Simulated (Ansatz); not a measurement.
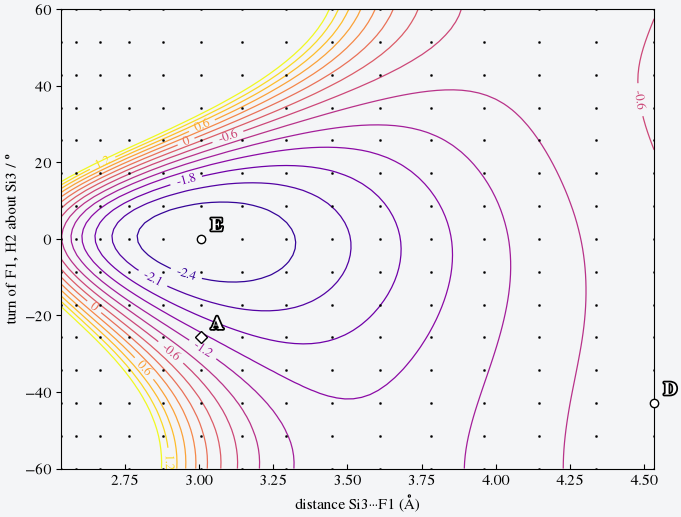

The pair FH···ClH₃Si. The turn is about an axis along (0.99, −0.11, −0.00) in the frame of the relaxed pair, normal to the line between the partners. The first coordinate is: distance Si3···F1; the second: turn of F1, H2 about Si3. Grid: 15 × 15 points. Points are written as (first, second). Energies are in kcal/mol, from the two partners far apart, frozen as in the relaxed pair, each in its own basis (no counterpoise correction). Theory: RKS PBE-D4/def2-SVPD in Ansatz 0.2.0.

In the figure: contour lines labelled in kcal/mol (none above 1.5), dots at the grid points, lettered points. Between grid points the surface is interpolated.

Is A the lowest point of the computed grid?

Answer. No. A lies 1.2 kcal/mol above the lowest grid point, which is at (3.007 Å, 0.0°).

Rank the lettered points by energy, lowest first.

Answer. E (−2.7 kcal/mol), A (−1.4 kcal/mol), D (−0.7 kcal/mol).

What kind of point is each of A, E: minimum, saddle, maximum or slope?

Answer. A: on a slope; E: minimum. (In these two coordinates alone; a stationary point may lie a little off the grid point.)
